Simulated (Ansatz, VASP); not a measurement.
## Cross-check of GeAu2 between VASP and Ansatz

One calculation is typed for both programs; each brings its own data sets and cutoff. How far apart do they land? The cell is invented: other elements were put on sites of a known structure type. It may not be a known or stable phase. The cell comes out of earlier VASP steps on this material, which relaxed, scaled or displaced it; both programs get it as it stands.

Calculated with Ansatz 0.2.0; plane waves, with VASP 6.6.1 beside it; relaxation of cell and atoms at revPBE with D4.

### Step 1. Starting point

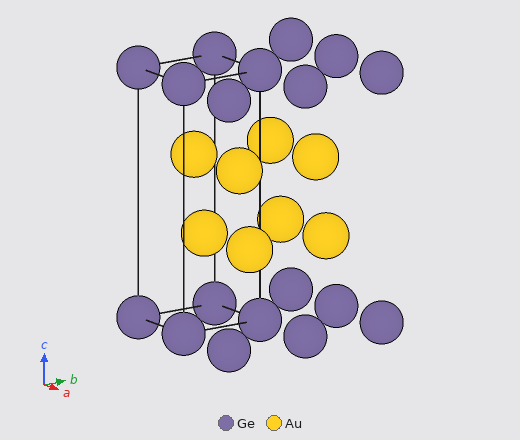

The starting structure, seen slightly off an axis (germanium purple, gold yellow). 2×2×1 cells are drawn. Some periodic images of atoms are drawn too.

Coordinates:

```xyz
3
Lattice="3.0909 0.0000 0.0000 -1.5454 2.6768 0.0000 0.0000 0.0000 6.3443" Properties=species:S:1:pos:R:3 pbc="T T T"
Ge    0.0000    0.0000    0.0000
Au    0.0000    1.7845    2.0406
Au    1.5454    0.8923    4.3037
```

### Step 2. VASP: relaxation of cell and atoms, revPBE with D4

The relaxed volume is the usual yardstick between codes: its relative difference is about their pressure difference at one cell divided by the bulk modulus.

Lines of VASP's logs that name or quote its potential files are left out, and so is its time.

INCAR reads:

```
SYSTEM = GeAu2
PREC = Accurate
ENCUT = 410
EDIFF = 1E-06
NELM = 100
ISMEAR = -1
SIGMA = 0.05
LREAL = .FALSE.
ALGO = Normal
GGA = RE
IVDW = 13
LORBIT = 11
LWAVE = .FALSE.
LCHARG = .FALSE.
IBRION = 2
NSW = 60
ISIF = 3
EDIFFG = -0.01
```

POSCAR reads:

```
GeAu2
1.0
    3.0908952756      0.0000000000      0.0000000000
   -1.5454476378      2.6767938295      0.0000000000
    0.0000000000      0.0000000000      6.3443455217
Ge Au
1 2
Direct
    0.0000000000      0.0000000000      0.0000000000
    0.3333333300      0.6666666700      0.3216473570
    0.6666666700      0.3333333300      0.6783526430
```

KPOINTS reads:

```
Automatic mesh
0
Gamma
8 8 4
0 0 0
```

The projector-augmented-wave data sets are Ge_d and Au (PBE family, release 64).

Command:

```console
mpirun -np 1 vasp_std
```

Numbers of over 12 decimals in the logs are rounded to 6 here.

What it wrote:

```text
[banner, memory and clock lines left out]
running    1 mpi-ranks, on    1 nodes
 distrk:  each k-point on    1 cores,    1 groups
 distr:  one band on    1 cores,    1 groups

 POSCAR found type information on POSCAR GeAu
 POSCAR found :  2 types and       3 ions
|                                                                             |
|               ----> ADVICE to this user running VASP <----                  |
|                                                                             |
|     You enforced a specific xc type in the INCAR file but a different       |
|     [... a line on the potential file left out ...]
|     I HOPE YOU KNOW WHAT YOU ARE DOING!                                     |
|                                                                             |

 LDA part: xc-table for (Slater+PW92), standard interpolation
 POSCAR, INCAR and KPOINTS ok, starting setup
 FFT: planning ... GRIDC
 FFT: planning ... GRID_SOFT
 FFT: planning ... GRID
 WAVECAR not read
 entering main loop
       N       E                     dE             d eps       ncg     rms          rms(c)
DAV:   1     0.262013505117E+03    0.26201E+03   -0.15951E+04  1818   0.310E+03
DAV:   2     0.159833938730E+02   -0.24603E+03   -0.23745E+03  1636   0.668E+02
DAV:   3    -0.967657726002E+01   -0.25660E+02   -0.25348E+02  1744   0.128E+02
DAV:   4    -0.103379059851E+02   -0.66133E+00   -0.66060E+00  1778   0.210E+01
DAV:   5    -0.103511667663E+02   -0.13261E-01   -0.13260E-01  1796   0.323E+00    0.114E+01
DAV:   6    -0.946982301922E+01    0.88134E+00   -0.37658E+00  1826   0.162E+01    0.849E+00
DAV:   7    -0.943232376076E+01    0.37499E-01   -0.28512E-01  1748   0.467E+00    0.472E+00
DAV:   8    -0.942167589697E+01    0.10648E-01   -0.48081E-02  2046   0.235E+00    0.349E-01
DAV:   9    -0.941975085733E+01    0.19250E-02   -0.13383E-02  2060   0.136E+00    0.118E-01
DAV:  10    -0.941968261698E+01    0.68240E-04   -0.10636E-03  1624   0.270E-01    0.322E-02
DAV:  11    -0.941969148260E+01   -0.88656E-05   -0.49587E-05  1966   0.550E-02    0.998E-03
DAV:  12    -0.941969315698E+01   -0.16744E-05   -0.22217E-06  1362   0.133E-02    0.308E-03
DAV:  13    -0.941969328310E+01   -0.12612E-06   -0.63382E-07   932   0.999E-03
   1 F= -.12221613E+02 E0= -.12217765E+02  d E =-.122216E+02
 curvature:   0.00 expect dE= 0.000E+00 dE for cont linesearch  0.000E+00
 trial: gam= 0.00000 g(F)=  0.726E-05 g(S)=  0.911E-04 ort = 0.000E+00 (trialstep = 0.100E+01)
 search vector abs. value=  0.984E-04
 bond charge predicted
       N       E                     dE             d eps       ncg     rms          rms(c)
DAV:   1    -0.942489828542E+01   -0.52051E-02   -0.24364E-02  1662   0.173E+00    0.207E-01
DAV:   2    -0.942396110041E+01    0.93719E-03   -0.23798E-03  1810   0.525E-01    0.934E-02
DAV:   3    -0.942384026536E+01    0.12084E-03   -0.18368E-04  2000   0.153E-01    0.568E-02
DAV:   4    -0.942379936309E+01    0.40902E-04   -0.46501E-05  2182   0.795E-02    0.148E-02
DAV:   5    -0.942379643040E+01    0.29327E-05   -0.31873E-06  1536   0.229E-02    0.418E-03
DAV:   6    -0.942379604802E+01    0.38238E-06   -0.51263E-07   866   0.793E-03
   2 F= -.12221633E+02 E0= -.12217808E+02  d E =-.196042E-04
 trial-energy change:   -0.000020  1 .order   -0.000034   -0.000098    0.000031
 step:   0.6037(harm=  0.7631)  dis= 0.00025  next Energy=   -12.221640 (dE=-0.265E-04)
 bond charge predicted
       N       E                     dE             d eps       ncg     rms          rms(c)
DAV:   1    -0.942235827109E+01    0.14382E-02   -0.38293E-03  1656   0.684E-01    0.819E-02
DAV:   2    -0.942221018844E+01    0.14808E-03   -0.37454E-04  1816   0.209E-01    0.370E-02
DAV:   3    -0.942219161457E+01    0.18574E-04   -0.28911E-05  2020   0.610E-02    0.224E-02
DAV:   4    -0.942218645238E+01    0.51622E-05   -0.69624E-06  1882   0.316E-02    0.580E-03
DAV:   5    -0.942218663238E+01   -0.18000E-06   -0.73636E-07   878   0.113E-02
   3 F= -.12221641E+02 E0= -.12217807E+02  d E =-.282557E-04
 curvature:  -0.21 expect dE=-0.625E-05 dE for cont linesearch -0.801E-06
 trial: gam= 0.10690 g(F)=  0.553E-05 g(S)=  0.244E-04 ort = 0.194E-04 (trialstep = 0.921E+00)
 search vector abs. value=  0.352E-04
 reached required accuracy - stopping structural energy minimisation
```

Parts of OUTCAR (step 2):

```text
ion  position               nearest neighbor table
   1  0.000  0.000  0.000-   2 2.71   3 2.71   3 2.71   2 2.71   3 2.71   2 2.71
   2  0.333  0.667  0.322-   1 2.71   1 2.71   1 2.71   3 2.88   3 2.88   3 2.88
   3  0.667  0.333  0.678-   1 2.71   1 2.71   1 2.71   2 2.88   2 2.88   2 2.88

  LATTYP: Found a hexagonal cell.
 ALAT       =     3.0908952756
 C/A-ratio  =     2.0525915491

 Subroutine GETGRP returns: Found 12 space group operations
 (whereof 12 operations were pure point group operations)

The static configuration has the point symmetry D_3d.

 Found     35 irreducible k-points:

   k-points           NKPTS =     35   k-points in BZ     NKDIM =     35   number of bands    NBANDS=     22

   dimension x,y,z NGX =    20 NGY =   20 NGZ =   42
   dimension x,y,z NGXF=    40 NGYF=   40 NGZF=   84

   ENCUT  =  410.0 eV  30.13 Ry    5.49 a.u.   5.10  5.10 10.47*2*pi/ulx,y,z

   NELECT =      36.0000    total number of electrons

 k-points in reciprocal lattice and weights: Automatic mesh
   0.00000000  0.00000000  0.00000000       0.004
   0.12500000  0.00000000  0.00000000       0.023
   0.25000000  0.00000000  0.00000000       0.023
   0.37500000  0.00000000  0.00000000       0.023
   0.50000000  0.00000000  0.00000000       0.012
   0.12500000  0.12500000  0.00000000       0.023
   0.25000000  0.12500000  0.00000000       0.047
   0.37500000  0.12500000  0.00000000       0.047
   0.25000000  0.25000000  0.00000000       0.023
[...]
0.25000000  0.25000000  0.50000000       0.023
   0.37500000  0.25000000  0.50000000       0.023

 average (electrostatic) potential at core
       1 -70.9007       2 -65.1416       3 -65.1416

 E-fermi :   8.7157

 k-point     1 :       0.0000    0.0000    0.0000
  band No.  band energies     occupation
    ...
     14       4.5183      2.00000
     15       5.0152      2.00000
     16       5.0152      2.00000
     17       5.5420      2.00000
     18       5.5420      2.00000
     19      15.7460      0.00000
     20      15.7461      0.00000
     21      16.1978      0.00000
     22      16.2093      0.00000

 k-point     2 :       0.1250    0.0000    0.0000
  band No.  band energies     occupation
    ...
     14       4.5133      2.00000
     15       4.9655      2.00000
     16       5.0747      2.00000
     17       5.6101      2.00000
     18       6.0646      2.00000
     19      13.4836      0.00000
     20      14.9933      0.00000
     21      16.0272      0.00000
     22      16.6768      0.00000

 k-point     3 :       0.2500    0.0000    0.0000
  band No.  band energies     occupation
    ...
     14       4.8627      2.00000
     15       5.2187      2.00000
     16       5.5883      2.00000
     17       5.7042      2.00000
     18       6.8739      2.00000
     19      10.2963      0.00000
     20      13.6993      0.00000
     21      15.2653      0.00000
     22      17.4814      0.00000

  DFT-D4 for vdW energy calculation

  Edisp (eV):   -2.79945

  Total      -0.02445    -0.02445     0.01798    -0.00000     0.00000     0.00000
  in kB      -0.74555    -0.74555     0.54824    -0.00000     0.00000     0.00000
  external pressure =       -0.31 kB  Pullay stress =        0.00 kB

  energy-cutoff  :      410.00
  volume of cell :       52.54
      direct lattice vectors                 reciprocal lattice vectors
     3.091209817  0.000000000  0.000000000     0.323497937  0.186771621  0.000000000
    -1.545604909  2.677066231 -0.000000000     0.000000000  0.373543242  0.000000000
     0.000000000 -0.000000000  6.348891181     0.000000000  0.000000000  0.157507819

 POSITION                                       TOTAL-FORCE (eV/Angst)
 -----------------------------------------------------------------------------------
      0.00000      0.00000      0.00000        -0.000000      0.000000      0.000000
     -0.00000      1.78471      2.04236         0.000000     -0.000000      0.007569
      1.54560      0.89236      4.30653        -0.000000      0.000000     -0.007569
 -----------------------------------------------------------------------------------
    total drift:                                0.000000      0.000000      0.000000

  FREE ENERGIE OF THE ION-ELECTRON SYSTEM (eV)
  ---------------------------------------------------
  free  energy   TOTEN  =       -12.2216413873 eV

  energy  without entropy=      -12.2139731172  energy(sigma->0) =      -12.21780725

 reached required accuracy - stopping structural energy minimisation

 total charge
# of ion       s       p       d       tot
------------------------------------------
    1        1.217   0.973  10.058  12.248
    2        0.581   0.344   8.744   9.669
    3        0.581   0.344   8.744   9.669
--------------------------------------------------
tot          2.380   1.661  27.546  31.587

[... 3 further parts left out ...]
```

CONTCAR:

```
GeAu2
   1.00000000000000
     3.0912098173300140    0.0000000000000000    0.0000000000000000
    -1.5456049086650070    2.6770662306288626   -0.0000000000000000
     0.0000000000000000   -0.0000000000000000    6.3488911813545794
  Ge              Au
     1     2
Direct
     0.0000000000000000    0.0000000000000000    0.0000000000000000
     0.3333333300000021    0.6666666699999979    0.3216872035231254
     0.6666666699999979    0.3333333300000021    0.6783127964768746
```

(Continued in part 2 of 2.)

[Lines on the potential files, build, host, timing and source positions are cut from VASP's logs without a mark.]

[Logs are printed without paths, hosts, clocks, repeated set-up lines and the standing remarks that a program may print on its own settings, such as how far it seeks lower states.]

[Hosts, paths, dates, database ids (printed as entryN), source tags and the programs' standing remarks are cut or masked in the printed files.]
